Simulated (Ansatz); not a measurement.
## Molecular dynamics, with input and output: CH$_{4}$OSi (part 3 of 3)

Continued. System: CH$_{4}$OSi (disordered cell, 35 atoms in the cell). Method: DFT PBE, scalar-relativistic, plane waves, PAW, no spin polarisation (Ansatz 0.2.0); cutoff 420 eV, 1×1×1 k-mesh, Fermi–Dirac smearing of 0.02 eV. It belongs to a series of runs on one base structure; here: dynamics from the start.

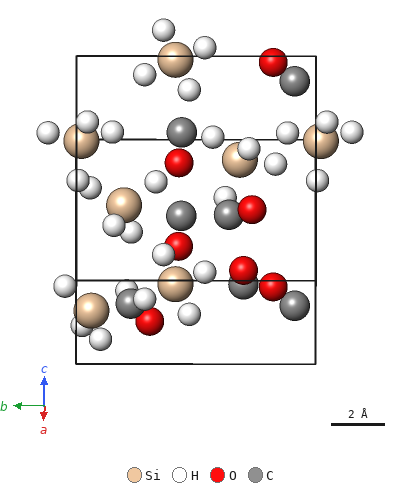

Figure 1. The geometry at step 231 of the log (spheres-only view of the cell of the calculation, seen at an oblique angle).

Trajectory as extended XYZ, continued
```
35
Lattice="9.0856 0.0000 0.0000 0.0000 9.0856 0.0000 0.0000 0.0000 9.0856" Properties=species:S:1:pos:R:3:forces:R:3 step=162 time_fs=81.0 energy=-7578.78241 temperature=215.7
Si    5.3130    2.8387    6.9010    0.3023  -0.5265  -0.5462
H     3.8887    2.2716    6.6550    0.8639   0.4689   0.0451
H     6.0897    3.1766    5.6034   -0.6664  -0.1112   0.5741
H     5.3008    4.0435    7.7852   -0.1144  -0.0942  -0.0757
H     6.1603    1.7546    7.5424   -0.3250   0.2699  -0.0337
Si    7.9673    8.4663    1.7854    0.3522   0.5216   0.7052
H     7.6665    9.4320    2.9198   -0.3414  -0.0554  -0.5138
H     7.5145    7.1621    2.3008    0.0675  -0.4069  -0.0024
H     7.2367    8.6996    0.4844    0.3410   0.2071   0.2756
H     9.4813    8.5901    1.8036   -0.4320  -0.2738  -0.4787
Si    0.7426    5.2351    0.1850   -0.3382   0.2167  -0.0960
H     1.0602    5.6660    1.5631    0.2511  -0.2165   0.2224
H    -0.0174    3.9776    0.0782   -0.1574  -0.2416   0.1738
H     0.0048    6.3412   -0.4092   -0.7186   0.4889  -0.1209
H     1.8489    5.2050   -0.7552    0.9253  -0.2838  -0.1620
Si    1.0039    8.9967    5.9556   -0.2473  -0.1235   2.1165
H    -0.3235    9.4410    6.5291    0.1953  -0.1266  -0.2458
H     1.4279    7.7594    6.7478   -0.1460   0.3417  -0.5338
H     0.9593    8.8612    4.5468   -0.1160  -0.4225  -1.4223
H     1.9776   10.0553    6.2663    0.2708   0.2694   0.0549
Si    4.9069    7.2466    4.8973    0.1249   0.6286  -0.5189
H     5.2563    8.3484    5.8366   -0.0982   0.1575  -0.0407
H     4.0850    6.2858    5.6143   -0.3032  -0.5779   0.3097
H     4.1317    7.7234    3.6909    0.1336   0.0467   0.2944
H     6.1862    6.6913    4.4040    0.1158  -0.2697  -0.0079
O     1.3338    2.4145    3.5141    1.8715   1.8801  -0.2335
C     2.1536    3.2306    3.4176   -1.8842  -1.8284   0.2575
O     4.8437    6.2315    0.2948    0.6702  -0.8859  -0.2920
C     4.2087    7.1211    0.5639   -0.6149   0.8030   0.3731
O     4.8642    2.5487    2.1207    0.1098  -0.0340  -0.0190
C     5.9722    2.7671    2.2430   -0.0365   0.0553  -0.0044
O     2.0804    1.6115    0.5104    0.4141  -0.5429  -0.3497
C     2.6923    0.8095   -0.0273   -0.4296   0.6508   0.2972
O     0.1683    5.2187    4.8442    0.2461   0.1944  -0.6551
C    -0.2766    4.9646    5.8502   -0.2861  -0.1793   0.6528
35
Lattice="9.0856 0.0000 0.0000 0.0000 9.0856 0.0000 0.0000 0.0000 9.0856" Properties=species:S:1:pos:R:3:forces:R:3 step=185 time_fs=92.5 energy=-7578.71382 temperature=225.8
Si    5.3028    2.8267    6.8709   -0.4440   1.7674   0.6645
H     3.8738    2.4432    6.8034   -0.1288  -0.0917  -0.2913
H     5.8821    3.3730    5.6201   -0.0047  -0.2691  -0.2676
H     5.3851    3.9882    7.8629   -0.0975  -0.3719  -0.3710
H     6.0530    1.7930    7.5106    0.7260  -1.0524   0.2238
Si    7.9472    8.4640    1.7563    0.2621   2.0842   0.7491
H     7.3822    9.6452    2.6340    0.4500  -0.9359  -0.4926
H     7.6474    7.2165    2.3813   -0.3864  -1.1096   0.4430
H     7.2747    8.6409    0.4664   -0.0354  -0.1222  -0.5171
H     9.4465    8.5930    1.7208   -0.2810   0.0373  -0.1913
Si    0.7750    5.2667    0.1517   -0.3605   0.8127   0.2591
H     1.1377    5.6533    1.5758   -0.2951  -0.1063  -0.3563
H    -0.1791    4.1380    0.1036    0.2285  -0.4717   0.0838
H    -0.0528    6.3321   -0.5451    0.4246   0.0062   0.3101
H     2.0868    5.1276   -0.5293   -0.0503  -0.2847  -0.2616
Si    0.9885    8.9505    5.9733   -0.5599   0.7217   0.2594
H    -0.4105    9.3723    6.4126    0.3099  -0.6121  -0.0821
H     1.5581    7.6936    6.5090   -0.1988  -0.1932   0.1449
H     1.0112    8.9215    4.4949    0.0847  -0.0191  -0.1819
H     1.7752   10.0795    6.5330    0.3117   0.0554  -0.2157
Si    4.9204    7.2578    4.8783   -0.4754  -0.9580  -0.5617
H     5.1692    8.3457    5.8068    0.2471   0.6022   0.3811
H     4.1600    6.1992    5.5839   -0.0842  -0.1331   0.2688
H     3.9228    7.6938    3.8104    0.6922  -0.0206   0.0831
H     6.2011    6.5572    4.4482   -0.4096   0.4988  -0.1357
O     1.3226    2.4537    3.4704   -1.0783  -0.9648   0.0316
C     2.1535    3.2082    3.4337    1.0400   1.0276   0.0124
O     4.8672    6.2364    0.2372    0.4726  -0.4991  -0.2509
C     4.1967    7.0612    0.6172   -0.4180   0.4745   0.3289
O     4.8243    2.6244    2.1491    0.0596  -0.0727  -0.0499
C     5.9524    2.7539    2.1602    0.0174   0.1246   0.0041
O     2.0842    1.6199    0.5024   -0.6567   0.9879   0.6432
C     2.6398    0.7997   -0.0297    0.6754  -0.9083  -0.6418
O     0.1712    5.2067    4.8468    0.6855   0.3512  -1.5640
C    -0.2968    5.0071    5.8452   -0.7230  -0.3552   1.5416
35
Lattice="9.0856 0.0000 0.0000 0.0000 9.0856 0.0000 0.0000 0.0000 9.0856" Properties=species:S:1:pos:R:3:forces:R:3 step=208 time_fs=104.0 energy=-7578.71911 temperature=213.2
Si    5.3133    2.8564    6.8636    0.2593  -0.3109   1.1880
H     3.8876    2.6043    6.7589   -0.7864  -0.3688   0.0095
H     5.6759    3.3010    5.5343    0.5562   0.3149  -0.6413
H     5.4313    3.8901    7.9461    0.2145   0.0016  -0.2910
H     6.0611    1.6180    7.3288   -0.1967   0.3463  -0.2881
Si    7.9178    8.4879    1.7497   -0.6230  -1.1281  -1.1398
H     7.1908    9.6180    2.3662    0.0360   0.0613   0.3166
H     7.6075    7.1122    2.4327    0.3596   1.0584  -0.3911
H     7.4036    8.4071    0.2895    0.0580  -0.0330   0.7807
H     9.3534    8.7594    1.5128    0.2020  -0.0152   0.4210
Si    0.8059    5.3040    0.1337   -0.4054  -0.8314   0.9482
H     1.0588    5.6348    1.5894    0.0897   0.1478  -0.3590
H    -0.0953    4.0792    0.2471    0.1251   0.4735  -0.2791
H     0.1352    6.4494   -0.5443    0.1354  -0.0778  -0.0662
H     2.0773    4.8160   -0.4707    0.0231   0.2474  -0.2004
Si    0.9698    8.9219    5.9922    0.1214   0.7519  -1.4079
H    -0.5188    8.8869    6.2825    0.4315   0.2513   0.0628
H     1.5435    7.6686    6.4727    0.2657  -0.4542   0.2546
H     1.1408    8.9248    4.4057   -0.1346   0.0585   1.4151
H     1.7802   10.0988    6.6055   -0.7383  -0.6468  -0.4257
Si    4.9118    7.2544    4.8834    0.4275   0.2011  -0.1940
H     5.1650    8.4361    5.7871    0.0754  -0.2446  -0.1755
H     4.3080    6.1575    5.6657   -0.2441  -0.1357   0.0848
H     4.0836    7.7028    3.7362   -0.2956   0.0068   0.0233
H     6.1559    6.7200    4.2283   -0.0222   0.1423   0.3143
O     1.3431    2.4539    3.4346   -1.0621  -1.0161  -0.0434
C     2.1414    3.2432    3.4529    1.0130   1.0916   0.0931
O     4.9118    6.2384    0.2072   -1.2876   1.4415   0.7818
C     4.1854    7.0220    0.6453    1.3171  -1.4663  -0.7295
O     4.7716    2.6920    2.1646    1.6450  -0.0050  -0.1503
C     5.9192    2.7359    2.0995   -1.5684   0.0707   0.0997
O     2.0602    1.6204    0.5096   -0.1988   0.3430   0.2137
C     2.6208    0.7957   -0.0255    0.2631  -0.2725  -0.1937
O     0.1744    5.2072    4.8367   -0.4480  -0.0856   0.8930
C    -0.2835    5.0627    5.8750    0.3926   0.0819  -0.9242
35
Lattice="9.0856 0.0000 0.0000 0.0000 9.0856 0.0000 0.0000 0.0000 9.0856" Properties=species:S:1:pos:R:3:forces:R:3 step=231 time_fs=115.5 energy=-7578.65677 temperature=205.8
Si    5.3337    2.8766    6.8735    0.9068  -0.8461  -0.9173
H     3.8733    2.5362    6.7779    0.1634   0.1392   0.2184
H     5.7429    3.4316    5.4961   -0.1888  -0.1572   0.6447
H     5.6874    3.9002    7.9202   -0.1570  -0.3318  -0.1086
H     6.1490    1.5194    7.0020   -0.6662   1.1862   0.1540
Si    7.9063    8.5024    1.7171   -0.1753  -2.1119  -0.0220
H     7.1716    9.5077    2.4366   -0.5752   0.6964   0.3541
H     7.7896    7.1600    2.4854    0.1118   0.7633  -0.3199
H     7.3653    8.1604    0.3606   -0.0128   0.3602   0.0671
H     9.3106    8.8505    1.6412    0.6922   0.2463  -0.0924
Si    0.8260    5.3288    0.1575   -0.2640  -1.1962  -0.4414
H     1.1830    5.7783    1.4883    0.3429   0.0994   0.7439
H    -0.2225    4.2183    0.2569    0.3128   0.5684  -0.0896
H     0.4278    6.4980   -0.5971   -0.5536   0.6033  -0.3483
H     1.9793    4.8011   -0.6311    0.1403  -0.1195   0.2012
Si    0.9525    8.8972    6.0032    1.4570   0.3831  -0.4635
H    -0.4588    8.6698    6.2454   -0.8020   0.2324   0.0835
H     1.6343    7.7189    6.6156    0.1397   0.0324  -0.0908
H     1.3055    9.0233    4.5342   -0.2954  -0.3030   0.3258
H     1.5912   10.1600    6.5685   -0.5445  -0.3670   0.0475
Si    4.9042    7.2698    4.8694    0.1938   0.7350   0.6056
H     5.1860    8.5543    5.6787   -0.4003  -0.7521  -0.1142
H     4.4524    6.0579    5.6511   -0.0595   0.4496  -0.1250
H     4.0433    7.6547    3.7358   -0.4404  -0.0831  -0.0933
H     6.2002    6.9962    4.2697    0.6348  -0.3772  -0.2393
O     1.3728    2.4224    3.3808    1.6529   1.9486   0.1656
C     2.1316    3.2961    3.4574   -1.6948  -1.8819  -0.1120
O     4.9500    6.2960    0.1887    0.4097  -0.3718  -0.2522
C     4.1968    7.0162    0.6259   -0.4016   0.3268   0.2879
O     4.7636    2.7373    2.1825   -0.3853  -0.0575   0.0086
C     5.8861    2.7384    2.0390    0.4606   0.1137  -0.0550
O     2.0330    1.6183    0.5015    0.8045  -1.0598  -0.7156
C     2.6358    0.8010   -0.0374   -0.7406   1.1280   0.7108
O     0.1732    5.1935    4.8279   -1.0395  -0.1880   2.4606
C    -0.2599    5.0910    5.9000    0.9735   0.1915  -2.4789
35
Lattice="9.0856 0.0000 0.0000 0.0000 9.0856 0.0000 0.0000 0.0000 9.0856" Properties=species:S:1:pos:R:3:forces:R:3 step=254 time_fs=127.0 energy=-7578.73149 temperature=224.2
Si    5.3684    2.8677    6.8617   -0.8362   1.0524  -0.5270
H     3.8490    2.6214    7.0548    0.8728   0.1240  -0.4027
H     5.7790    3.7108    5.6360   -0.4687  -0.6505   0.3498
H     5.7835    3.7534    7.9513    0.1578   0.1383   0.5616
H     6.1161    1.6271    6.9023    0.3326  -0.6766  -0.0049
Si    7.8895    8.5026    1.6837    0.3699   0.6990   1.3815
H     7.0556    9.5159    2.4552    0.2357  -0.3341  -0.2825
H     8.0209    7.2929    2.5167   -0.1384  -0.3745   0.0968
H     7.2882    8.2129    0.4185   -0.4597  -0.2053  -1.0235
H     9.2778    9.0099    1.5528    0.0045   0.1487  -0.1625
Si    0.8305    5.3619    0.1639    0.2953   0.0835  -0.7954
H     1.4599    5.7738    1.4263   -0.1755   0.0935   0.5039
H    -0.3782    4.5264    0.2133   -0.0531  -0.5676   0.3789
H     0.2919    6.4961   -0.6153    0.1782   0.4852   0.0239
H     1.9736    4.7751   -0.6174   -0.2784  -0.1348  -0.0327
Si    0.9556    8.8642    6.0088   -0.7299  -0.4500   0.9693
H    -0.5269    8.7443    6.2900    0.2665  -0.4036  -0.2681
H     1.7702    7.8151    6.7207   -0.2015   0.1346  -0.2648
H     1.2636    9.0011    4.6083    0.1440  -0.1852  -0.9315
H     1.1874   10.1520    6.6130    0.4817   0.8974   0.4163
Si    4.8844    7.3116    4.8465   -0.8361  -0.1695   0.3897
H     4.8559    8.4726    5.7695   -0.0062   0.2962  -0.0550
H     4.4927    6.1601    5.7231    0.0479  -0.0431  -0.1991
H     3.8156    7.4732    3.7734    0.5494  -0.0274   0.2143
H     6.2677    7.1250    4.3809    0.1918  -0.0641  -0.3303
O     1.4297    2.3894    3.3204    0.6472   0.9150   0.1687
C     2.1097    3.2990    3.4692   -0.6783  -0.8671  -0.0994
O     4.9614    6.3568    0.1493    0.9176  -0.7896  -0.5834
C     4.1915    7.0254    0.6220   -0.9120   0.7389   0.6018
O     4.7522    2.7500    2.1967   -2.2346  -0.0950   0.2974
C     5.8566    2.7692    2.0326    2.3079   0.1578  -0.3383
O     2.0154    1.5939    0.4804    0.1985  -0.1813  -0.1559
C     2.6922    0.8417   -0.0403   -0.1238   0.2534   0.1169
O     0.1355    5.1434    4.8579    0.3299   0.1144  -1.0158
C    -0.2573    5.0836    5.9115   -0.3967  -0.1129   1.0024
35
Lattice="9.0856 0.0000 0.0000 0.0000 9.0856 0.0000 0.0000 0.0000 9.0856" Properties=species:S:1:pos:R:3:forces:R:3 step=277 time_fs=138.5 energy=-7578.84826 temperature=275.5
Si    5.4142    2.8746    6.8734   -0.3975   0.5722   0.1387
H     3.9421    2.7623    6.9559   -0.2496  -0.3263   0.1432
H     5.5884    3.6845    5.6569    0.3818   0.1367  -0.3200
H     5.8839    3.5985    8.0700    0.1228   0.2330   0.1823
H     6.1267    1.6066    6.8352    0.1907  -0.6274  -0.1606
Si    7.8763    8.5034    1.6615    0.0689   0.8438  -0.6541
H     6.9447    9.4516    2.3798    0.3878  -0.1558   0.0247
H     8.0146    7.2505    2.4234    0.1874  -0.2207   0.1464
H     7.2267    8.2532    0.3533   -0.2185  -0.2353  -0.1165
H     9.1829    9.1506    1.2093   -0.4426  -0.2637   0.6225
Si    0.8282    5.4353    0.1748    0.1903   0.6037   0.7634
H     1.4160    5.6346    1.6149   -0.2535   0.0176  -1.0746
H    -0.3575    4.6058    0.3659   -0.5426  -0.3213   0.0500
H     0.3460    6.7671   -0.4486    0.5233  -0.7299   0.3294
H     1.7635    4.6178   -0.6661    0.0615   0.3546  -0.0092
Si    0.9112    8.8403    6.0200   -0.0333  -0.4791   0.5850
H    -0.5677    8.5041    6.1569    0.5018   0.0094   0.0216
H     1.8163    7.7405    6.6139   -0.5556   0.5826  -0.1625
H     1.2526    8.8970    4.5886    0.0364   0.1629  -0.3158
H     1.1507   10.1585    6.7140    0.0083  -0.2660  -0.2259
Si    4.8716    7.3427    4.8305   -0.0722  -1.0636  -0.5544
H     4.7018    8.5480    5.6257    0.1117   0.6731   0.2675
H     4.6571    6.1752    5.7667    0.0132   0.2082  -0.2649
H     3.8174    7.3323    3.7372    0.3171  -0.0259   0.3031
H     6.2430    7.1852    4.1919   -0.4257   0.1970   0.2680
O     1.4419    2.3830    3.2478   -1.2979  -1.7870  -0.5410
C     2.0613    3.2682    3.5292    1.2949   1.8094   0.6140
O     4.9721    6.4041    0.1348   -0.7757   0.6028   0.4467
C     4.1652    7.0536    0.6230    0.7545  -0.6669  -0.4435
O     4.7449    2.7995    2.1578    0.2838  -0.0310  -0.0530
C     5.8797    2.8166    2.0737   -0.2286   0.0899   0.0327
O     1.9965    1.5758    0.4589   -0.7319   0.7168   0.4967
C     2.7525    0.9149   -0.0490    0.8614  -0.6384  -0.5413
O     0.0765    5.0931    4.8966    0.7364   0.1174  -2.5755
C    -0.2558    5.0646    5.9586   -0.8087  -0.0930   2.5771
35
Lattice="9.0856 0.0000 0.0000 0.0000 9.0856 0.0000 0.0000 0.0000 9.0856" Properties=species:S:1:pos:R:3:forces:R:3 step=300 time_fs=150.0 energy=-7578.70668 temperature=257.6
Si    5.4307    2.9054    6.8601    1.4401  -1.5650  -0.2627
H     4.0189    2.6220    6.9258   -0.9852   0.1564   0.1401
H     5.7710    3.6499    5.6195    0.0011   0.3027   0.1015
H     5.9991    3.4626    8.1379   -0.1499   0.0577  -0.3182
H     6.0362    1.4706    6.6142   -0.2471   1.0591   0.3278
Si    7.8442    8.5011    1.6336    0.2293  -0.4334  -0.5713
H     7.1104    9.4373    2.5057   -0.3524  -0.0003   0.1783
H     8.1126    7.1760    2.3064    0.0361   0.3551   0.0233
H     7.0742    8.1262    0.3694    0.2689   0.3987   0.4452
H     9.1141    9.2301    1.3022   -0.1492  -0.2887  -0.0493
Si    0.8088    5.4954    0.2080   -0.1519  -0.1346   0.9102
H     1.3801    5.6785    1.5943    0.1839  -0.2062  -0.2718
H    -0.4619    4.7012    0.4973    0.2507   0.5076  -0.4397
H     0.7226    6.9201   -0.2704   -0.3351  -0.3658  -0.1903
H     1.6919    4.6781   -0.6779    0.0448   0.1017   0.0426
Si    0.8527    8.8282    6.0001    1.6711   0.9749  -0.1587
H    -0.4744    8.2956    6.0310   -1.2281  -0.1067   0.2074
H     1.7320    7.7642    6.5498    0.1462  -0.0685   0.0284
H     1.2342    9.0519    4.5493   -0.1055  -0.0029   0.4192
H     1.1685   10.1193    6.8203   -0.5449  -0.8161  -0.5998
Si    4.8606    7.3258    4.8117    0.6027   0.2000  -0.2091
H     4.6952    8.6906    5.4355    0.1586  -0.3372  -0.1102
H     4.8311    6.2290    5.8080   -0.0542  -0.0054   0.1886
H     3.8398    7.1251    3.7964   -0.7509  -0.0910  -0.2939
H     6.1120    7.1738    3.9778   -0.0272   0.2061   0.4339
O     1.4302    2.3672    3.1883   -0.6468  -0.8674  -0.4031
C     2.0027    3.2406    3.6066    0.6777   0.9069   0.4653
O     4.9753    6.4497    0.1395    0.0622  -0.1282  -0.0910
C     4.1652    7.0240    0.6871   -0.1332   0.0588   0.0707
O     4.7389    2.8564    2.0733    1.4406  -0.0402   0.0978
C     5.8841    2.8407    2.1615   -1.4078   0.0936  -0.0951
O     1.9880    1.5539    0.4626   -0.8099   0.6713   0.5584
C     2.7789    0.9746   -0.0884    0.9416  -0.6342  -0.5763
O    -0.0215    5.0322    4.9090   -0.7698   0.1424   2.8477
C    -0.3012    5.0737    6.0374    0.6936  -0.1012  -2.8460
```

Results in brief

| quantity | value |
| --- | --- |
| outcome | finished |
| mean temperature over the second half | 234 K |
| trajectory | 300 steps, 150 fs |
| ensemble | nvt_langevin |
| temperature in the input | 250.0 K |
| time step | 0.5 fs |
| electrons treated | 90 |
| potential energy (free energy of the electrons) (last step) | −7578.7067 eV |
| Fermi energy (last step) | −1.901 eV |
| largest force (length of the vector) (last step) | 2.953 eV/Å |
| hardware | 1 thread of AMD EPYC (Zen 4), 16 GiB of memory available, shared host |
| wall time | 9.8 min |
| peak memory | 0.66 GiB |

Remarks

The input asks for low accuracy. The k-point mesh is coarse for a cell of this size, so the results may not be converged. So short a trajectory is not equilibrated. The logged temperature at the start can lie below the typed one, since it is counted over all degrees of freedom.
